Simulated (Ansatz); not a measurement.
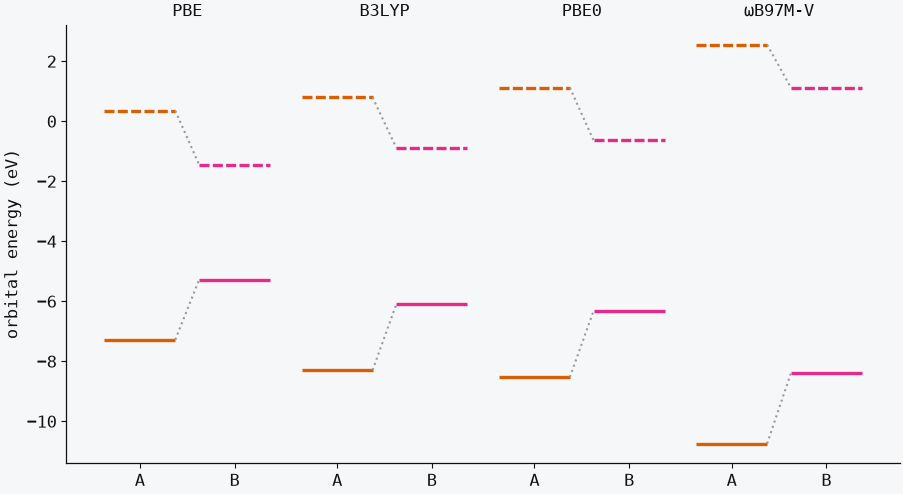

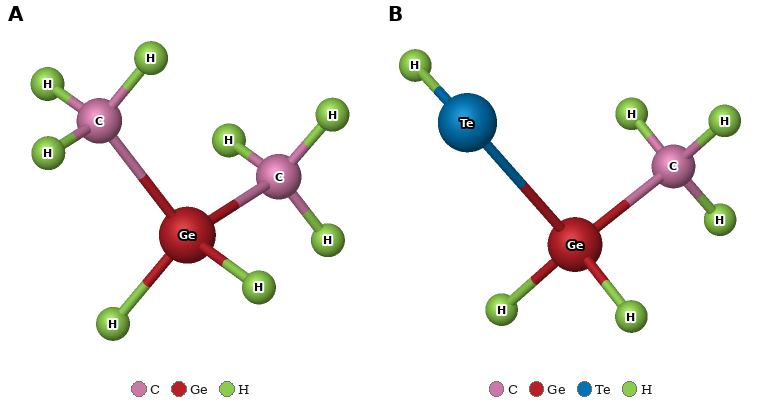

One change: A, C₂H₈Ge (SMILES [CH3][GeH2][CH3]), becomes B, CH₆GeTe (SMILES [CH3][GeH2][TeH]). CH₃ on Ge is replaced by TeH. HOMO (solid) and LUMO (dashed) computed in def2-TZVPP at PBE0-D4/def2-TZVP geometries, both minima by their frequencies, gas phase, the Ansatz code. Empty levels above zero depend strongly on the basis.

What does the change do to HOMO and LUMO?

Answer. PBE: the HOMO rises by 1.99 eV, the LUMO falls by 1.79 eV, and the separation goes from 7.63 to 3.85 eV. B3LYP: the HOMO rises by 2.19 eV, the LUMO falls by 1.68 eV, and the separation goes from 9.09 to 5.22 eV. PBE0: the HOMO rises by 2.20 eV, the LUMO falls by 1.76 eV, and the separation goes from 9.64 to 5.68 eV. ωB97M-V: the HOMO rises by 2.34 eV, the LUMO falls by 1.43 eV, and the separation goes from 13.29 to 9.52 eV.

Do the functionals agree on the effect?

Answer. They agree on the direction for both levels; the HOMO shift lies between 1.99 and 2.34 eV and the LUMO shift between −1.79 and −1.43 eV, while the separations themselves differ by up to 5.7 eV between functionals.

Known limits of this run: core potentials past krypton; spin-orbit coupling is left out, and with Te it can shift these values.
